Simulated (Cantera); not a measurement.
Charge: 1 mol H2O, 0.84 mol SO2, held at 13.3 mbar.

Method: chemical equilibrium by Gibbs-energy minimisation in Cantera with the NASA 1993 tables (ideal gas, pure condensed phases). Candidate condensed phases: H2O, H2SO4, S; 19 gas species. Kinetics and transport are ignored.

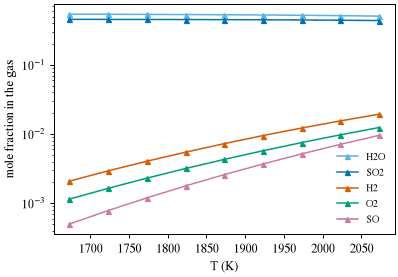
*Equilibrium gas composition (values under 1e-9 drawn at 1e-9)*

From 1673 K to 2073 K nothing is condensed.
